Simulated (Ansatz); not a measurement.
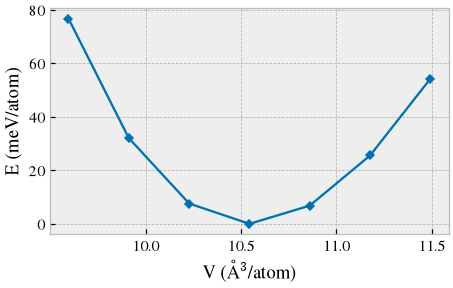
Figure: CoSi in space group P2_13 (No. 198; Co on 4a, Si on 4a) under volume change, PBEsol (plane waves, PAW; program Ansatz), shape and atoms relaxed at each volume.

Q: What does a third-order Birch–Murnaghan fit give for V₀, B₀ and B′?

A: V₀ = 10.54 Å³/atom, B₀ = 240 GPa, B′ = 4.8.

Symmetry was held in the PBEsol relaxation; of distortions, only those at the zone centre were tested. No spin polarisation was allowed.

Potentials: the later of the program's two PAW sets.
